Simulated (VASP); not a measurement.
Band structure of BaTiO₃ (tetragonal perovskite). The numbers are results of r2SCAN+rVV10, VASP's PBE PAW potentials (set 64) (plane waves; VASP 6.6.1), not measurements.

Unless said otherwise, spin-orbit coupling is left out, though it shifts the bands of the heavy elements here.

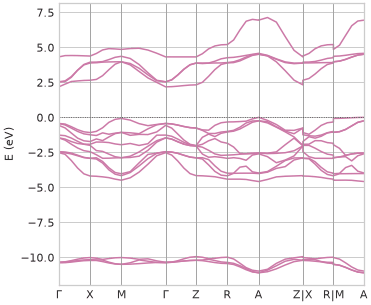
Bands along high-symmetry lines, zero at the valence-band maximum or, without a gap, the Fermi level

Read the plot: is there a gap, and where are the band edges?

The gap is indirect, 2.18 eV, from the valence maximum at A to the conduction minimum at Γ.

The compound is BaTiO3 in the tetragonal perovskite structure. It was relaxed first.
